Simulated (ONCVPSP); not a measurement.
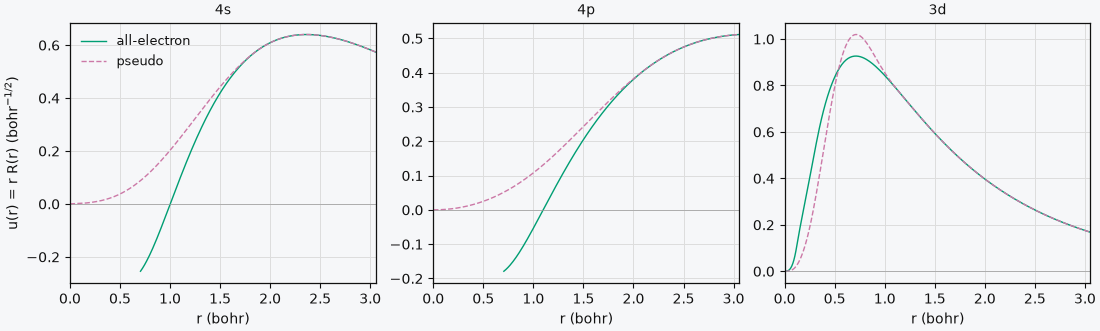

*All-electron valence functions (solid) with their pseudo partners (dashed). The innermost oscillations of some all-electron curves aren't drawn. Reference configuration 3d6 4s1 4p1.*

- Matching radii: 4s at 2.15 bohr; 4p at 2.35 bohr; 3d at 1.20 bohr. The curves merge smoothly, so the plot gives these only roughly.
- Nodes of the pseudo-waves: 4s has no node; 4p has no node; 3d has no node. The potential isn't sound: its ghost test gives GHOST(-) flagged for p at -40.3 eV; GHOST(+) flagged for s at -4.3 eV (flags above 300 eV left out).

Run report: Fe, pseudopotential generation

- system: iron (Fe, Z = 26), core [Ar], reference valence 3d6 4s1 4p1, valence charge 8.
- method: ONCV potential, PBE, scalar-relativistic, made with ONCVPSP 4.0.1

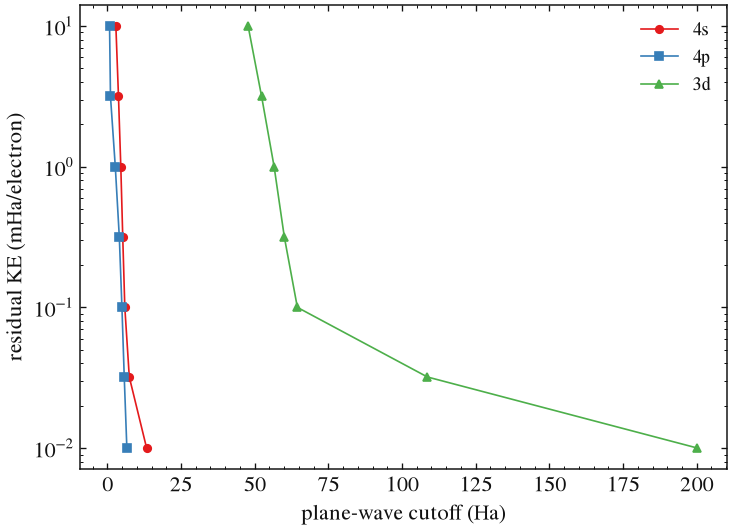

*Residual kinetic energy of the pseudo-waves (the first of each channel, and further valence shells) beyond the plane-wave cutoff, as the generator prints it.*

- Cutoffs for the occupied states: 57 Ha for 1 mHa and 64 Ha for 0.1 mHa per electron. The first is set by 3d.
- Hardest wave at 1 mHa per electron: 3d, with rc = 1.20 bohr and qcut = 11.4 1/bohr. The optimisation minimises, but can't always remove, the kinetic energy above qcut²/2 = 65.0 Ha, and a larger rc would as a rule soften the wave at some cost in transferability.
- Cutoffs for 1 mHa per electron: 3d: 57 Ha; 4s: 4.6 Ha; 4p: 2.7 Ha.

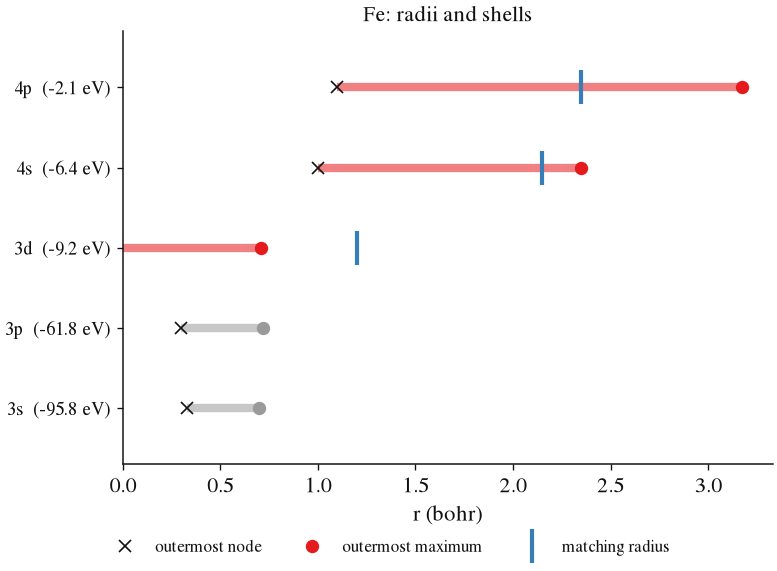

*Outer shells of the all-electron reference atom: each bar runs from the outermost node (or the nucleus) to the outermost maximum of u(r); the tick is the radius chosen for the pseudo-wave. Shells without a tick have no pseudo-wave of their own. Levels, nodes and maxima are from ld1.x, scalar-relativistic.*

- Radii against the shells: 3d: 1.20 bohr, outside the maximum; 4s: 2.15 bohr, between node and maximum; 4p: 2.35 bohr, between node and maximum.

These pictures come from the run below.

Input:
```
# ATOM AND REFERENCE CONFIGURATION
# atsym  z   nc   nv     iexc    psfile
  Fe 26.00    5    3        4      upf
#
#   n    l    f
    1    0    2.00
    2    0    2.00
    2    1    6.00
    3    0    2.00
    3    1    6.00
    3    2    6.00
    4    0    1.00
    4    1    1.00
#
# PSEUDOPOTENTIAL AND OPTIMIZATION
# lmax
    2
#
#   l,   rc,      ep,       ncon, nbas, qcut
    0    2.15    0.00    3    7    3.60
    1    2.35    0.00    4    8    3.90
    2    1.20    0.00    4    9   11.40
#
# LOCAL POTENTIAL
# lloc, lpopt,  rc(5),   dvloc0
    4    3    1.15    3.00
#
# VANDERBILT-KLEINMAN-BYLANDER PROJECTORs
# l, nproj, debl
    0    1    1.80
    1    3    1.00
    2    3    2.70
#
# MODEL CORE CHARGE
# icmod, fcfact, rcfact
    3    4.00    1.50
#
# LOG DERIVATIVE ANALYSIS
# epsh1, epsh2, depsh
   -2.00    5.00    0.02
#
# OUTPUT GRID
# rlmax, drl
    6.00    0.01
#
# TEST CONFIGURATIONS
# ncnf
    4
# nvcnf
#   n    l    f
    3
    3    2    6.00
    4    0    2.00
    4    1    0.00
#
    3
    3    2    6.00
    4    0    1.00
    4    1    0.00
#
    3
    3    2    6.00
    4    0    0.00
    4    1    0.00
#
    3
    3    2    6.00
    4    0    0.00
    4    1    2.00
#
```

Run as:
```bash
oncvpsp.x < Fe.dat > Fe.out
```

The program's output (extracts):
```
ONCVPSP  (Optimized Norm-Conservinng Vanderbilt PSeudopotential)
scalar-relativistic version 4.0.1

#   n    l    f        energy (Ha)
    1    0    2.00    -2.5727004E+02
    2    0    2.00    -3.0185169E+01
    2    1    6.00    -2.5728690E+01
    3    0    2.00    -3.5190747E+00
    3    1    6.00    -2.2706901E+00
    3    2    6.00    -3.3769654E-01
    4    0    1.00    -2.3373678E-01
    4    1    1.00    -7.7931599E-02

Reference configufation results
  iterations    34
  all-electron total energy (Ha)   -1.27229889D+03

Begin loop to  construct optimized pseudo wave functions
and semi-local pseudopoentials for all angular momenta

Calculating optimized projector #   1

 for l=   0

    Fraction of norm inside rc  0.268602
    Optimizing pswf for qcut=   3.61 a_B^-1,  ecut=   6.50 Ha
    Residual kinetic energy error=  4.05D-05 Ha

    Energy error per electron        Cutoff
         Ha          eV             Ha
         0.01000     0.27211        2.91
         0.00100     0.02721        4.58
         0.00010     0.00272        5.94
         0.00001     0.00027       13.34

   Wellstate for l =  1  n =  5
     eigenvalue =   0.9221
     asymptotic potential =   1.4221
     half-point radius =  4.2636

   Wellstate for l =  1  n =  6
     eigenvalue =   1.9221
     asymptotic potential =   2.4221
     half-point radius =  4.5644

Calculating optimized projector #   1

 for l=   1

    Fraction of norm inside rc  0.132970
    Optimizing pswf for qcut=   3.90 a_B^-1,  ecut=   7.61 Ha
    Residual kinetic energy error=  1.97D-06 Ha

    Energy error per electron        Cutoff
         Ha          eV             Ha
         0.01000     0.27211        0.77
         0.00100     0.02721        2.72
         0.00010     0.00272        4.97
         0.00001     0.00027        6.64

Calculating optimized projector #   2

 for l=   1

    Fraction of norm inside rc  0.277257
    Optimizing pswf for qcut=   3.90 a_B^-1,  ecut=   7.61 Ha
    Residual kinetic energy error=  1.56D-03 Ha

    Energy error per electron        Cutoff
         Ha          eV             Ha
         0.01000     0.27211        3.51
         0.00100     0.02721       12.82
         0.00010     0.00272       45.51
         0.00001     0.00027       53.05

Calculating optimized projector #   3

 for l=   1

    Fraction of norm inside rc  0.153908
    Optimizing pswf for qcut=   3.90 a_B^-1,  ecut=   7.61 Ha
    Residual kinetic energy error=  3.98D-03 Ha

    Energy error per electron        Cutoff
         Ha          eV             Ha
         0.01000     0.27211        5.68
         0.00100     0.02721       37.68
         0.00010     0.00272       61.81
         0.00001     0.00027       76.40

   Wellstate for l =  2  n =  5
     eigenvalue =   2.3623
     asymptotic potential =   2.8623
     half-point radius =  3.1880

   Wellstate for l =  2  n =  6
     eigenvalue =   5.0623
     asymptotic potential =   5.5623
     half-point radius =  2.9280

Calculating optimized projector #   1

 for l=   2

    Fraction of norm inside rc  0.648909
    Optimizing pswf for qcut=  11.40 a_B^-1,  ecut=  64.94 Ha
    Residual kinetic energy error=  8.04D-05 Ha

    Energy error per electron        Cutoff
         Ha          eV             Ha
         0.01000     0.27211       47.78
         0.00100     0.02721       56.61
         0.00010     0.00272       64.50
         0.00001     0.00027      200.24

Calculating optimized projector #   2

 for l=   2

    Fraction of norm inside rc  0.069938
    Optimizing pswf for qcut=  11.40 a_B^-1,  ecut=  64.94 Ha
    Residual kinetic energy error=  1.45D-04 Ha

    Energy error per electron        Cutoff
         Ha          eV             Ha
         0.01000     0.27211       46.90
         0.00100     0.02721       57.57
         0.00010     0.00272       67.43
         0.00001     0.00027      178.94

Calculating optimized projector #   3

 for l=   2

    Fraction of norm inside rc  0.068845
    Optimizing pswf for qcut=  11.40 a_B^-1,  ecut=  64.94 Ha
    Residual kinetic energy error=  5.83D-04 Ha

    Energy error per electron        Cutoff
         Ha          eV             Ha
         0.01000     0.27211       51.92
         0.00100     0.02721       62.62
         0.00010     0.00272       88.59
         0.00001     0.00027      174.94

Construct Vanderbilt / Kleinmman-Bylander projectors

B matrix Hermiticity error, ll=   1
   1   2    2.8452E-05
   1   3   -5.1927E-05
   2   3    5.1431E-05

  Orthonormal projector coefficients -1.5680E+01  3.2822E+00  5.8222E-01

B matrix Hermiticity error, ll=   2
   1   2   -2.5315E-04
   1   3    3.7606E-04
   2   3    1.2303E-04

  Orthonormal projector coefficients -1.9866E+01 -1.0694E+01 -3.1043E+00

Model core correction analysis
  based on d2Exc/dn_idn_j

d2excae - all-electron derivatives

   -2.601425D-02   -7.732725D-03   -3.310875D-03
   -7.731061D-03   -3.292065D-02   -2.512617D-02
   -3.309176D-03   -2.511863D-02   -2.926909D-02

d2excps - pseudofunction derivatives with no core correction

   -5.012868D-02   -8.724939D-03   -3.502866D-03
   -8.721942D-03   -3.495206D-02   -2.595078D-02
   -3.501002D-03   -2.594529D-02   -2.963087D-02

rms 2nd derivative error    8.090919E-03

rmatch, rhocmatch    1.2760    1.9359

Teter function model core charge with specified parameters

d2excps - pseudofunction derivatives with core correction

   -3.778908D-02   -7.141177D-03   -3.112074D-03
   -7.140407D-03   -3.155450D-02   -2.448429D-02
   -3.110669D-03   -2.447405D-02   -2.888450D-02

rms 2nd derivative error    3.975848E-03

Pseudoatom total energy  -20.910274

Diagnostic tests using Vanderbilt-Kleinman-Bylander pseudopotentials
  1 or more projectors used as specified by nproj input data

   l    rcore       rmatch      e in        delta e   norm test  slope test

   0   2.1600867   2.2256716  -0.2337368   0.0000034   0.9999987   0.9998418

   1   2.3628758   2.4346178  -0.0779316   0.0000004   1.0000109   1.0000083
   1   2.3628758   2.4346178   0.9220684   0.0000022   1.0001026   1.0001026
   1   2.3628758   2.4346178   1.9220684   0.0000017   1.0001433   1.0001433

   2   1.2019020   1.2383944  -0.3376965  -0.0000030   1.0001182   1.0001240
   2   1.2019020   1.2383944   2.3623035   0.0000303   1.0003062   1.0003062
   2   1.2019020   1.2383944   5.0623035   0.0001934   1.0003555   1.0003555

 Testing for bound ghosts
   n   l    E NL Schr. Eq   E Basis Diag.   E Cutoff

   1   0       -0.233733       -0.226714     26.69

       1                       -1.479540     70.30  WARNING - GHOST(-)
   2   1       -0.077931       -0.057310     70.30

   3   2       -0.337700       -0.327518    383.50

 Testing for highly-localized positive-energy ghosts
       l    <radius>/rc     E Basis Diag.   E Cutoff

       0        0.297578       -0.156352     26.69  WARNING - GHOST(+)

       1        0.991989       36.361035     70.30  WARNING - GHOST(+)

Test configuration 0

   n   l     f        eae           eps        diff
   1   0  2.0000 -257.27004043
   2   0  2.0000  -30.18516939
   2   1  6.0000  -25.72869048
   3   0  2.0000   -3.51907474
   3   1  6.0000   -2.27069011
   3   2  6.0000   -0.33769654   -0.33769954   -3.01D-06
   4   0  1.0000   -0.23373678   -0.23373336    3.42D-06
   4   1  1.0000   -0.07793160   -0.07793117    4.34D-07

    Total energies and differences
      AE_ref= -1.27229889D+03  AE_tst= -1.27229889D+03  dif=  0.00D+00
      PS_ref= -2.09102739D+01  PS_tst= -2.09102739D+01  dif= -8.88D-14
      PSP excitation error=  8.88D-14

Test configuration 1

psatom: WARNING lschvkbb convergence error n,l,iter=   1   0  14
ea(ii),et,emin,emax -2.262253E-01 -2.488478E-01 -2.488478E-01 -2.488478E-01
run_config: WARNING for fully non-local PS atom, stg. 1
 WARNING no output for configuration 2

Test configuration 2

   n   l     f        eae           eps        diff
   1   0  2.0000 -257.52143923
   2   0  2.0000  -30.43309633
   2   1  6.0000  -25.97699549
   3   0  2.0000   -3.76841372
   3   1  6.0000   -2.52035344
   3   2  6.0000   -0.58637748   -0.58147088    4.91D-03
   4   0  1.0000   -0.45307640   -0.45332080   -2.44D-04

    Total energies and differences
      AE_ref= -1.27229889D+03  AE_tst= -1.27212896D+03  dif=  1.70D-01
      PS_ref= -2.09102739D+01  PS_tst= -2.07402608D+01  dif=  1.70D-01
      PSP excitation error= -8.02D-05

Test configuration 3

   n   l     f        eae           eps        diff
   1   0  2.0000 -257.89188151
   2   0  2.0000  -30.79313517
   2   1  6.0000  -26.33789794
   3   0  2.0000   -4.13325749
   3   1  6.0000   -2.88533696
   3   2  6.0000   -0.94508788   -0.94355065    1.54D-03

    Total energies and differences
      AE_ref= -1.27229889D+03  AE_tst= -1.27153351D+03  dif=  7.65D-01
      PS_ref= -2.09102739D+01  PS_tst= -2.01408490D+01  dif=  7.69D-01
      PSP excitation error= -4.04D-03

Test configuration 4

   n   l     f        eae           eps        diff
   1   0  2.0000 -257.32593245
   2   0  2.0000  -30.23772095
   2   1  6.0000  -25.78140785
   3   0  2.0000   -3.57477967
   3   1  6.0000   -2.32647700
   3   2  6.0000   -0.39099420   -0.39064447    3.50D-04
   4   1  2.0000   -0.10149265   -0.10159264   -1.00D-04

    Total energies and differences
      AE_ref= -1.27229889D+03  AE_tst= -1.27213902D+03  dif=  1.60D-01
      PS_ref= -2.09102739D+01  PS_tst= -2.07501751D+01  dif=  1.60D-01
      PSP excitation error= -2.29D-04
```

Summary:

- outcome: generated, with a ghost state
- cutoffs needed: 57 Ha and 64 Ha (the cutoffs at which the residual kinetic energy of the hardest occupied pseudo-wave falls to 1 and 0.1 mHa per electron)
- ghost test: GHOST(-) flagged for p at -40.3 eV; GHOST(+) flagged for s at -4.3 eV (flags above 300 eV left out)
- configuration tests: 1 of 4 tests not solved
- rms error of d²Exc/dni dnj: 8.09 mHa without and 3.98 mHa with the model core
- largest excitation error among the tests solved: -110 meV (all-electron minus pseudo) for 3d6 4s0 4p0
- range over which the phases arctan(r R′/R) at the test radius agree within 0.05 rad (a looser test near the poles than one of phase shifts): s: up to about -0.2 Ha; p: between about -1.4 and 3.5 Ha; d: over the whole range computed; f: not judged, local potential alone
- hardware: 1 CPU thread, shared host
- wall time: 4.9 s

Remarks:

The potential has a bound ghost state, so it can't be used as it stands. Warnings of the program, in the generation or the tests: psatom: WARNING lschvkbb convergence error n,l,iter= 1 0 14.
